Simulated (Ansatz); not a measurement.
# How fast states decay through BaInF3, part 3 of 3

Aim: relax a made-up compound, BaInF3, and see how good a tunnel barrier it would be. It is built by putting F for I, Ba for Ca in the CaInI3 structure of space group Cmcm, with the volume rescaled by atomic radii. The parent structure comes from the Materials Project.

Ansatz 0.2.0; r2SCAN DFT, plane waves, PAW files (the session's first sound run).

So far, decay constant at the filling level, zone centre (Å⁻¹): step 4 (complex bands, plane (001), k-mesh 6×6×4) 0.329.

The structure was built from a prototype and need not be the compound's stable phase.

## Step 6: Decaying states in the gap, plane (010), k-mesh 4×6×6

Level of this step: r2SCAN DFT, plane waves, PAW files; complex bands by layer matching along the plane's normal (Ansatz).

The same for the (010) plane, at (0, 0) and (0, 0.4792), to see how the decay depends on direction.

input.yaml

```yaml
crystal:
  lattice:
    - [9.290997101, 0.0, 0.0]
    - [0.0, 4.319856414, 0.0]
    - [0.0, 2.159928207, 5.630636892]
  atoms:
    - { symbol: Ba, position: [0.0, 0.0, 0.0] }
    - { symbol: Ba, position: [0.5, 0.0, 0.0] }
    - { symbol: In, position: [0.25, 0.2667298042, 0.4665403916] }
    - { symbol: In, position: [0.75, 0.7332701958, 0.5334596084] }
    - { symbol: F, position: [0.942552005, 0.6192018825, 0.761596235] }
    - { symbol: F, position: [0.057447995, 0.3807981175, 0.238403765] }
    - { symbol: F, position: [0.442552005, 0.3807981175, 0.238403765] }
    - { symbol: F, position: [0.557447995, 0.6192018825, 0.761596235] }
    - { symbol: F, position: [0.25, 0.8762914386, 0.2474171228] }
    - { symbol: F, position: [0.75, 0.1237085614, 0.7525828772] }
kpoints:
  mp_grid: { grid: [4, 6, 6] }
scf:
  occupations: { method: fixed }
hamiltonian:
  xc: r2scan
output:
  eigenvalues: true
  transmission:
    leads: [[0, 0]]
    kpoints: [[0.0, 0.0], [0.0, 0.4792]]
    e_range: [-1.0, 4.24]
    de: 0.09
```

Run with:

```bash
$ ansatz run input.yaml --threads 2 --pin off --max-ram 4096MiB --backend cpu --events-out ev --progress --plain --runs-dir out
```

Numbers of over 12 decimals in the logs are rounded to 6 here.

What it wrote:

```text
[...]
Crystal: 10 atoms, lattice volume = 225.990 Å³
Basis set: ecut = 500 eV, 5707 PW (Γ), exchange–correlation on 288×128×180 points (64 copies of the dense FFT grid, shifted against one another)
Bands: 54, of which v1, the nominal top of the filled ones, is band 44 counted from 1 (43 counted from 0)
Symmetry: 8 space group operations
[...]
k-points: 39 of 144
[...]
SCF iter   1: F=—  HF=-28024.830925 eV  |F-HF|=—  |Δ(HF+E_count)|=         —  Δρ=8.92e-3  dr2=1.88e-1  dr2_τ=1.86e-1  ethr=1.77e-3  ⟨swp⟩=5.0  Hψ=8137  notcnv=0  defer=277
[...]
SCF iter   8: F=-28025.021037 eV  HF=-28025.021037 eV  |F-HF|=1.31e-8  |Δ(HF+E_count)|=   2.25e-7  Δρ=3.20e-6  dr2=3.72e-8  dr2_τ=2.51e-9  ethr=1.14e-10  ⟨swp⟩=12.8  Hψ=10351  notcnv=0
SCF 1 converged in 8 iterations: F = -28025.021037 eV  dr2 = 3.72e-8
[...]
transmission: 8 of 16 steps passed
transmission: 16 of 16 steps passed
SCF converged after 8 iterations
Free energy (F): -28025.021037 eV
[...]
Internal energy: -28025.021037 eV  (E = F + TS)
E sigma→0 (E₀):  -28025.021037 eV
Fermi energy:    4.472569 eV
[...]
--- Band table (eV; the first three rows and the last of 39) ---
  k-point 0: bands = [... 40 lower, 1.2962, 1.3906, 3.0972, 4.0838, 7.8736, 8.9500, 10.0691, 10.0899, ... 6 higher]
  k-point 1: bands = [... 40 lower, 1.2941, 1.3815, 3.2908, 4.0277, 8.0769, 8.6983, 9.5983, 10.1454, ... 6 higher]
  k-point 2: bands = [... 40 lower, 1.2906, 1.3632, 3.6855, 3.9250, 8.0578, 8.5931, 9.4547, 9.7593, ... 6 higher]
  k-point 38: bands = [... 40 lower, 1.1644, 1.1644, 4.2473, 4.2473, 8.0115, 8.0115, 9.4240, 9.4240, ... 6 higher]
--- Transmission ---
  basis      : 411 plane waves across, 8 finite elements along
  points     : 2, as listed
[...]
crystal 0  : In2F6Ba2, at the sites [0, 0], period 5.6306 Å: whole cells are its period
[...]
channels       : 0.000000e0 a spin
[...]
slowest decay  : 0.3050 /Å at (0.0000, 0.0000)
```

The job ended after 72 s (2 threads of AMD EPYC 9R45, shared host; peak memory 2.4 GiB).

This step gave:

```yaml
decay_constant_at_the_filling_level_zone_centre: 0.3050 Å⁻¹
decay_constant_at_the_filling_level_slowest_listed_point: 0.305 Å⁻¹
```

K parallel (0, 0); values up to 1.5 1/Å, a degenerate pair printed once or twice; energies at which all values exceed this have no row. Table of Im kz of the slowest decaying states by energy, zero at the highest filled level on the SCF mesh:

```tsv
energy (eV)	decay 1 (Å⁻¹)	decay 2 (Å⁻¹)	decay 3 (Å⁻¹)	decay 4 (Å⁻¹)
-1.000	0.375	0.622	0.724	1.02
-0.460	0.0921	0.608	0.711	1.01
-0.010	0.234	0.382	0.590	0.699
0.530	0.291	0.515	0.562	0.681
0.980	0.309	0.531	0.581	0.663
1.520	0.308	0.484	0.637	0.638
1.970	0.288	0.435	0.612	0.679
2.510	0.240	0.356	0.577	0.731
2.960	0.162	0.259	0.542	0.757
3.500	0.493	0.695	0.719	0.767
4.040	0.434	0.591	0.635	0.695
```

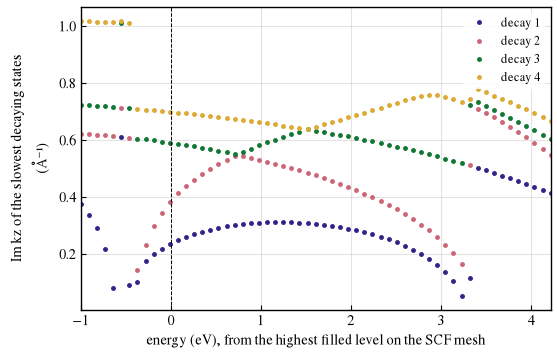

Im kz of the slowest decaying states, plotted against energy.

K parallel (0, 0.4792); values up to 1.5 1/Å, a degenerate pair printed once or twice; energies at which all values exceed this have no row. Table of Im kz of the slowest decaying states by energy, zero at the highest filled level on the SCF mesh:

```tsv
energy (eV)	decay 1 (Å⁻¹)	decay 2 (Å⁻¹)	decay 3 (Å⁻¹)	decay 4 (Å⁻¹)
-1.000	0.415	0.431	0.814	0.818
-0.460	0.130	0.811	0.812	0.867
-0.010	0.805	0.807	0.834	1.17
0.530	0.403	0.409	0.794	0.794
0.980	0.476	0.487	0.761	0.785
1.520	0.520	0.534	0.720	0.774
1.970	0.534	0.549	0.680	0.771
2.510	0.531	0.547	0.616	0.792
2.960	0.516	0.521	0.538	0.741
3.500	0.129	0.517	0.569	0.575
4.040	0.288	0.378	0.509	0.602
```

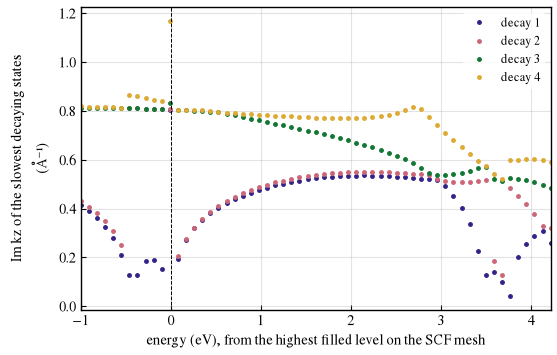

Im kz of the slowest decaying states, plotted against energy.

At the listed wavevectors the last open channel is at -0.01 eV and the next at +3.32 eV on the grid. At +1.61 eV, the grid energy nearest the filling level (the middle of the gap on the SCF mesh), the slowest state at the listed wavevectors decays with κ = 0.305 Å⁻¹, its amplitude falling by e over 3.3 Å; the first such run, plane (001), gave 0.329 Å⁻¹.

## Step 7: Band edges at another level, cutoff 1250 eV

This step: r2SCAN DFT, plane waves, norm-conserving files (Ansatz 0.2.0).

The edges again with norm-conserving files, at the same atoms. Against that run the cutoff is 1250 eV against 500.

input.yaml

```yaml
crystal:
  lattice:
    - [2.1599282068, -5.6306368919, 0.0]
    - [2.1599282068, 5.6306368919, 0.0]
    - [0.0, 0.0, 9.2909971013]
  atoms:
    - { symbol: Ba, position: [0.0, 0.0, 0.0] }
    - { symbol: Ba, position: [0.0, 0.0, 0.5] }
    - { symbol: In, position: [0.2667298042, 0.7332701958, 0.25] }
    - { symbol: In, position: [0.7332701958, 0.2667298042, 0.75] }
    - { symbol: F, position: [0.6192018825, 0.3807981175, -0.057447995] }
    - { symbol: F, position: [0.3807981175, 0.6192018825, 1.057447995] }
    - { symbol: F, position: [0.3807981175, 0.6192018825, 0.442552005] }
    - { symbol: F, position: [0.6192018825, 0.3807981175, 0.557447995] }
    - { symbol: F, position: [0.8762914386, 0.1237085614, 0.25] }
    - { symbol: F, position: [0.1237085614, 0.8762914386, 0.75] }
kpoints:
  mp_grid: { grid: [6, 6, 4] }
  band_path: { path: [VBM, CBM], npoints: 30 }
scf:
  occupations: { method: fixed }
hamiltonian:
  xc: r2scan
  pseudopotentials: { kind: nc }
output:
  eigenvalues: true
```

What it wrote:

```text
[...]
Crystal: 10 atoms, lattice volume = 225.990 Å³
Basis set: ecut = 1250 eV, 22693 PW (Γ)
Bands: 54, of which v1, the nominal top of the filled ones, is band 44 counted from 1 (43 counted from 0)
Symmetry: 8 space group operations
[...]
k-points: 39 of 144
[...]
SCF iter   1: F=—  HF=-9944.353075 eV  |F-HF|=—  |Δ(HF+E_count)|=         —  Δρ=1.45e-1  dr2=4.68e1  dr2_τ=2.76e1  ethr=3.10e-3  ⟨swp⟩=12.0  Hψ=13740  notcnv=0  defer=357
[...]
SCF iter  10: F=-9931.108200 eV  HF=-9931.108200 eV  |F-HF|=2.37e-8  |Δ(HF+E_count)|=   3.47e-7  Δρ=2.87e-6  dr2=2.79e-8  dr2_τ=1.37e-8  ethr=1.14e-10  ⟨swp⟩=44.6  Hψ=27810  notcnv=0
SCF 1 converged in 10 iterations: F = -9931.108200 eV  dr2 = 2.79e-8
[...]
SCF converged after 10 iterations
Free energy (F): -9931.108200 eV
[...]
Internal energy: -9931.108200 eV  (E = F + TS)
E sigma→0 (E₀):  -9931.108200 eV
Fermi energy:    4.528792 eV
[...]
--- Band table (eV; the first three rows and the last of 39) ---
  k-point 0: bands = [... 40 lower, 1.3513, 1.4441, 3.1573, 4.1383, 7.9398, 9.0152, 10.1359, 10.1575, ... 6 higher]
  k-point 1: bands = [... 40 lower, 1.2674, 1.4223, 3.2935, 3.9778, 8.2280, 9.1311, 9.9471, 9.9757, ... 6 higher]
  k-point 2: bands = [... 40 lower, 1.3571, 1.3571, 3.6241, 3.6241, 8.9558, 8.9558, 9.5371, 9.5371, ... 6 higher]
  k-point 38: bands = [... 40 lower, 1.3205, 1.3205, 3.9546, 3.9546, 8.2569, 8.2569, 9.4877, 9.4877, ... 6 higher]
```

Run time: 2.8 min. Hardware: 2 threads; peak memory 2.3 GiB; 5.5 min of CPU time.

This step gave:

```yaml
free_energy: -9931.1082 eV
fermi_energy: 4.529 eV
gap_on_the_k_mesh: 3.270 eV
gap_on_path: 3.256 eV, by band count; negative where bands overlap
direct_gap_on_path: 3.475 eV
```

Electronic bands along the path, in eV, zero at the Fermi level (highest filled level under fixed occupations); v1 is the highest filled band, c1 the lowest empty one:

```tsv
point	v4	v3	v2	v1	c1	c2	c3	c4
VBM	-3.27	-3.24	-0.46	0.01	3.49	3.73	4.32	5.00
CBM	-3.18	-3.12	-0.66	-0.51	3.27	4.67	4.80	4.98
```

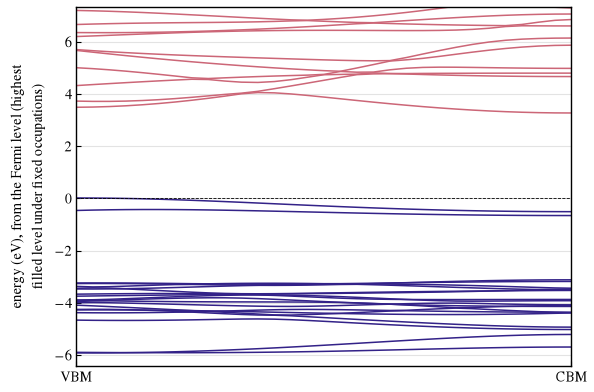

Electronic bands along the path; lines of filled and empty bands in two colours.

The searched edges give 3.26 eV, against 3.27 eV on the mesh.

## Step 8: Complex bands at another level

This step: r2SCAN DFT, plane waves, norm-conserving files; complex bands by layer matching along the plane's normal (Ansatz 0.2.0).

The complex bands at that level, over its own gap, at (0, 0) and (-0.5, 0).

input.yaml

```yaml
crystal:
  lattice:
    - [6.03070159, 0.0, 0.0]
    - [1.547179806, 4.033285767, 0.0]
    - [0.0, 0.0, 9.290997101]
  atoms:
    - { symbol: Ba, position: [0.0, 0.0, 0.0] }
    - { symbol: Ba, position: [0.0, 0.0, 0.5] }
    - { symbol: In, position: [0.5334596084, 0.7332701958, 0.25] }
    - { symbol: In, position: [0.4665403916, 0.2667298042, 0.75] }
    - { symbol: F, position: [0.238403765, 0.3807981175, 0.942552005] }
    - { symbol: F, position: [0.761596235, 0.6192018825, 0.057447995] }
    - { symbol: F, position: [0.761596235, 0.6192018825, 0.442552005] }
    - { symbol: F, position: [0.238403765, 0.3807981175, 0.557447995] }
    - { symbol: F, position: [0.7525828772, 0.1237085614, 0.25] }
    - { symbol: F, position: [0.2474171228, 0.8762914386, 0.75] }
kpoints:
  mp_grid: { grid: [6, 6, 4] }
scf:
  occupations: { method: fixed }
hamiltonian:
  xc: r2scan
  pseudopotentials: { kind: nc }
output:
  eigenvalues: true
  transmission:
    leads: [[0, 0]]
    kpoints: [[0.0, 0.0], [-0.5, 0.0]]
    e_range: [-1.0, 4.26]
    de: 0.13
```

What it wrote:

```text
Engine: ansatz 0.2.0, x86_64-unknown-linux-gnu
Pseudopotentials: kind: nc
Pseudopotential: Ba, nc, valence charge 10, recommended cutoff 680 eV (normal), Ba.nc.azcp
Pseudopotential: In, nc, valence charge 13, recommended cutoff 1220 eV (normal), In.nc.azcp
Pseudopotential: F, nc, valence charge 7, recommended cutoff 1250 eV (normal), F.nc.azcp
Functional definition: r2SCAN
  parameter k0 = 0.174
  parameter k1 = 0.065
  parameter a1 = 4.9479
  exchange = r2scan_x(k0 = k0, k1 = k1, a1 = a1)
  correlation = r2scan_c
Error: memory limit exceeded: the `transmission` phase of `transmission` needs 6.91 GiB against the run's memory maximum of 4.00 GiB; largest carriers: transmission 6.50 GiB, unmodelled-tail allowance 0.30 GiB, source scf tables 0.09 GiB, source scf state 0.01 GiB; the layers of output.transmission grow with the square of the cell's cross-section: a lower cutoff or a narrower output.transmission.e_range takes less, and so, most of all in a narrow cell, does a wider de; where no e_range is typed, a fill by count is planned with a gap of 40 thermal energies
with nothing else changed it takes a maximum of at least 6.91 GiB, with nothing to spare, and 7.60 GiB leaves up to a tenth: --max-ram 7.60GiB where that set the maximum, else more of the term that did, and with no share typed, where 7.60 GiB is over 0.88 of the host's memory or its container's limit, a share of 0.88 or more that holds the maximum too (--max-ram-frac F), where one does; The budget is ten elevenths of [...]
`transmission` follows the SCF: where the deck gives it k-points, a mesh or a band count of its own, those are what to reduce (not on a resume, whose deck is fixed)
```

Run time: 0.24 s. Hardware: 2 threads; peak memory 0.26 GiB.

The input was rejected at the start.

The program's message: “Error: memory limit exceeded: the `transmission` phase of `transmission` needs 6.91 GiB against the run's memory maximum of 4.00 GiB; largest carriers: transmission 6.50 GiB, unmodelled-tail allowance …”

## Step 9: A check of the settings

This step: r2SCAN DFT, plane waves, PAW files; complex bands by layer matching along the plane's normal; changed: hamiltonian.hubbard = {"sites": [{"species": "In", "l": "f", "u_eff": 4.0}]}, scf.max_iter = 75 (Ansatz 0.2.0).

This run repeats an earlier one, its twin (the complex run, plane (001)), with two settings changed (scf.max_iter, hamiltonian.hubbard.sites; files written aside). The setting was drawn as a possible misstep, on purpose. Where the input is shown as a difference, that is against the step before, not the twin.

Edit input.yaml of step 8 so:

```diff
@@ -20,5 +20,6 @@
   occupations: { method: fixed }
+  max_iter: 75
 hamiltonian:
   xc: r2scan
-  pseudopotentials: { kind: nc }
+  hubbard: { sites: [{ species: In, l: f, u_eff: 4.0 }] }
 output:
@@ -27,4 +28,4 @@
     leads: [[0, 0]]
-    kpoints: [[0.0, 0.0], [-0.5, 0.0]]
-    e_range: [-1.0, 4.26]
+    kpoints: [[0.0, 0.0], [-0.5, 0.0], [0.2396, 0.4792]]
+    e_range: [-1.0, 4.24]
     de: 0.13
```

What it wrote:

```text
Error: inconsistent input (hamiltonian.hubbard.sites[].l, hamiltonian.hubbard.sites[].shell): the file of In doesn't list 4f, and it can't be added: PBE doesn't bind the shell 4f of the free atom, whose level lies at +1.00 eV. Type an atom or ion with it (hamiltonian.pseudopotentials.projection_atoms), take another file or name another shell
```

The job ended after 0.14 s (2 threads; peak memory 0.11 GiB).

The program refused the input before any cycle.

The program's message: “Error: inconsistent input (hamiltonian.hubbard.sites[].l, hamiltonian.hubbard.sites[].shell): the file of In doesn't list 4f, and it can't be added: PBE doesn't bind the shell 4f of the free atom, who …”

The change that led to it: hamiltonian.hubbard.

## Step 10: The same cell, other settings: output.transmission.temperature = 600.0

This step: r2SCAN DFT, plane waves, PAW files; complex bands by layer matching along the plane's normal; changed: output.transmission.temperature = 600.0 (Ansatz 0.2.0).

This run repeats an earlier one, its twin (the complex run, plane (001)), with one setting changed (output.transmission.temperature; files written aside). It is meant to test how the leads' temperature enters. Where the input is shown as a difference, that is against the step before, not the twin.

Edit input.yaml of step 9 so:

```diff
@@ -20,6 +20,4 @@
   occupations: { method: fixed }
-  max_iter: 75
 hamiltonian:
   xc: r2scan
-  hubbard: { sites: [{ species: In, l: f, u_eff: 4.0 }] }
 output:
@@ -31 +29,2 @@
     de: 0.13
+    temperature: 600.0
```

What it wrote:

```text
[...]
Crystal: 10 atoms, lattice volume = 225.990 Å³
Basis set: ecut = 500 eV, 5707 PW (Γ), exchange–correlation on 180×128×288 points (64 copies of the dense FFT grid, shifted against one another)
Bands: 54, of which v1, the nominal top of the filled ones, is band 44 counted from 1 (43 counted from 0)
Symmetry: 8 space group operations
[...]
k-points: 39 of 144
[...]
SCF iter   1: F=—  HF=-28024.830919 eV  |F-HF|=—  |Δ(HF+E_count)|=         —  Δρ=8.92e-3  dr2=1.88e-1  dr2_τ=1.86e-1  ethr=1.77e-3  ⟨swp⟩=5.0  Hψ=8136  notcnv=0  defer=275
[...]
SCF iter   8: F=-28025.021037 eV  HF=-28025.021037 eV  |F-HF|=1.31e-8  |Δ(HF+E_count)|=   2.25e-7  Δρ=3.20e-6  dr2=3.74e-8  dr2_τ=2.54e-9  ethr=1.14e-10  ⟨swp⟩=12.9  Hψ=10440  notcnv=0
SCF 1 converged in 8 iterations: F = -28025.021037 eV  dr2 = 3.74e-8
[...]
transmission: 13 of 39 steps passed
transmission: 26 of 39 steps passed
transmission: 39 of 39 steps passed
SCF converged after 8 iterations
Free energy (F): -28025.021037 eV
[...]
Internal energy: -28025.021037 eV  (E = F + TS)
E sigma→0 (E₀):  -28025.021037 eV
Fermi energy:    4.472569 eV
[...]
--- Band table (eV; the first three rows and the last of 39) ---
  k-point 0: bands = [... 40 lower, 1.2962, 1.3906, 3.0972, 4.0838, 7.8736, 8.9500, 10.0691, 10.0899, ... 6 higher]
  k-point 1: bands = [... 40 lower, 1.2121, 1.3686, 3.2342, 3.9222, 8.1625, 9.0656, 9.8839, 9.9097, ... 6 higher]
  k-point 2: bands = [... 40 lower, 1.3031, 1.3031, 3.5667, 3.5667, 8.8909, 8.8909, 9.4725, 9.4725, ... 6 higher]
  k-point 38: bands = [... 40 lower, 1.2667, 1.2667, 3.8986, 3.8986, 8.1912, 8.1912, 9.4223, 9.4223, ... 6 higher]
--- Transmission ---
  basis      : 247 plane waves across, 13 finite elements along
  points     : 3, as listed
[...]
crystal 0  : In2F6Ba2, at the sites [0, 0], period 9.2910 Å: whole cells are its period
[...]
channels       : 0.000000e0 a spin
[...]
slowest decay  : 0.3294 /Å at (0.0000, 0.0000)
```

It took 37 s on 2 threads; peak memory 1.5 GiB.

This step gave:

```yaml
free_energy: -28025.0210 eV
fermi_energy: 4.473 eV
gap_on_the_k_mesh: 3.259 eV
decay_constant_at_the_filling_level_zone_centre: 0.3294 Å⁻¹
decay_constant_at_the_filling_level_slowest_listed_point: 0.3294 Å⁻¹
```

K parallel (0, 0); values up to 1.5 1/Å, a degenerate pair printed once or twice; energies at which all values exceed this have no row. The Im kz of the slowest decaying states by energy, zero at the highest filled level on the SCF mesh:

```tsv
energy (eV)	decay 1 (Å⁻¹)	decay 2 (Å⁻¹)	decay 3 (Å⁻¹)	decay 4 (Å⁻¹)
-1.000	0.639	0.964	1.03	1.15
-0.480	0.655	0.901	1.03	1.10
0.040	0.236	0.665	0.886	1.02
0.560	0.308	0.667	0.879	0.997
0.950	0.330	0.665	0.874	0.971
1.470	0.333	0.654	0.864	0.924
1.990	0.311	0.633	0.849	0.874
2.510	0.265	0.597	0.821	0.830
3.030	0.181	0.536	0.767	0.799
3.550	0.443	0.716	0.717	0.776
3.940	0.343	0.650	0.676	0.744
```

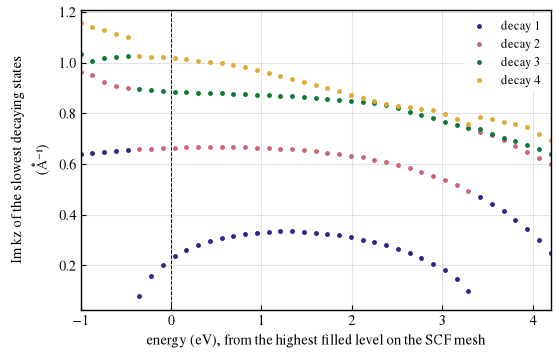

Im kz of the slowest decaying states, plotted against energy.

K parallel (-0.5, 0); values up to 1.5 1/Å, a degenerate pair printed once or twice; energies at which all values exceed this have no row. Im kz of the slowest decaying states against energy, zero at the highest filled level on the SCF mesh:

```tsv
energy (eV)	decay 1 (Å⁻¹)	decay 2 (Å⁻¹)	decay 3 (Å⁻¹)	decay 4 (Å⁻¹)
-1.000	0.423	0.635	0.770	0.932
-0.480	0.239	0.581	0.663	0.895
0.040	0.597	0.685	0.866	0.973
0.560	0.619	0.701	0.842	0.952
0.950	0.608	0.707	0.826	0.938
1.470	0.573	0.704	0.810	0.920
1.990	0.523	0.684	0.796	0.900
2.510	0.456	0.652	0.779	0.877
3.030	0.263	0.440	0.615	0.756
3.550	0.432	0.578	0.727	0.788
3.940	0.379	0.551	0.700	0.723
```

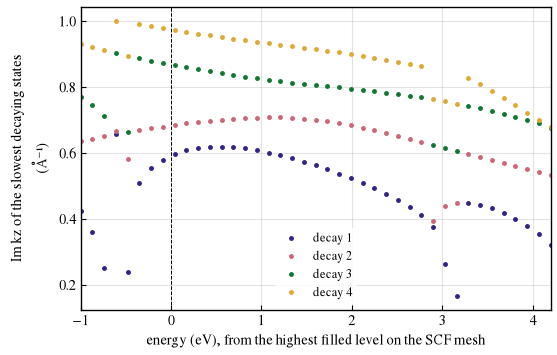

Im kz of the slowest decaying states against energy.

K parallel (0.2396, 0.4792); values up to 1.5 1/Å, a degenerate pair printed once or twice; energies at which all values exceed this have no row. Table of Im kz of the slowest decaying states by energy, zero at the highest filled level on the SCF mesh:

```tsv
energy (eV)	decay 1 (Å⁻¹)	decay 2 (Å⁻¹)	decay 3 (Å⁻¹)	decay 4 (Å⁻¹)
-1.000	0.421	0.678	0.880	0.884
-0.480	0.0752	0.688	0.837	0.862
0.040	0.0962	0.691	0.789	0.842
0.560	0.375	0.687	0.731	0.822
0.950	0.456	0.675	0.678	0.807
1.470	0.554	0.658	0.787	0.911
1.990	0.518	0.625	0.769	0.875
2.510	0.457	0.577	0.752	0.843
3.030	0.353	0.510	0.735	0.816
3.550	0.167	0.411	0.718	0.795
3.940	0.180	0.292	0.703	0.782
```

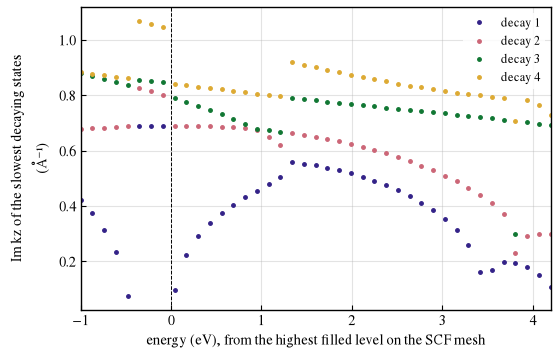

Im kz of the slowest decaying states, plotted against energy.

The temperature enters the conductance and not T(E) itself. No conductance was computed here for it to change.

## Step 11: Results

* band gap: 3.24 eV
* least decay constant at mid-gap, normal to (001): 0.329 Å⁻¹
* least decay constant at mid-gap, normal to (010): 0.305 Å⁻¹
* least decay constant on a mesh, normal to (001): 0.329 Å⁻¹

What this shows: With r2SCAN, the slowest decay at the wavevectors tried is κ = 0.305 Å⁻¹, normal to (010). Through such a film the transmission near mid-gap falls as exp(−2κd), a factor of ten every 3.8 Å. The directions tried decay at nearly the same rate. A free electron under a barrier of half the gap would need a mass of 0.22 mₑ to decay at this rate. The compound is made up by substitution; its stability against other phases and against distortions of the cell's symmetry was not tested. r2SCAN still narrows gaps, if less than LDA and GGA do, so real decay constants are likely larger.

[Logs are printed without paths, hosts, clocks, repeated set-up lines and the standing remarks that a program may print on its own settings, such as how far it seeks lower states.]

[Hosts, paths, dates, database ids (printed as entryN), source tags and the programs' standing remarks are cut or masked in the printed files.]
